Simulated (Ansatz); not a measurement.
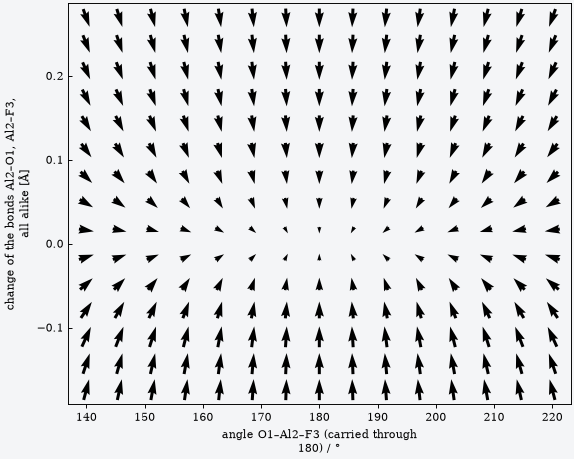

AlFO, SMILES [O]=[Al][F]. First axis: angle O1–Al2–F3 (carried through 180). Second axis: change of the bonds Al2–O1, Al2–F3, all alike. Nothing is relaxed (all other coordinates rigid). The scan uses a 15 × 15 grid; 120 points were computed and 105 follow by symmetry. Points are written as (first, second). All numbers below come from Ansatz, RHF/def2-TZVP.

Drawn: arrows along the force (downhill), their lengths compressed.

The arrows alone are given. Where is the energy lowest?

The arrows converge at about (180°, 0.000 Å) (read from the interpolated surface).

The energy map of the same scan:

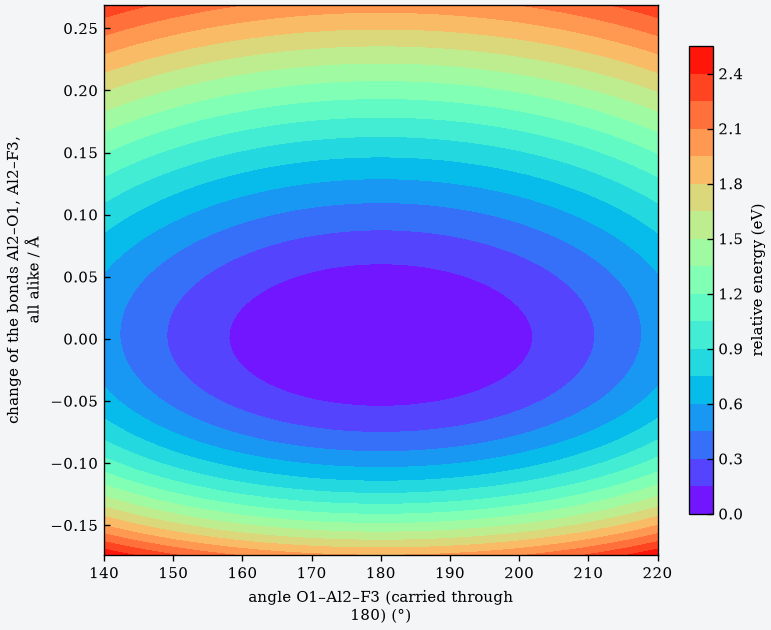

Energies are in eV, from the relaxed molecule at the same level; between grid points the surface is interpolated.
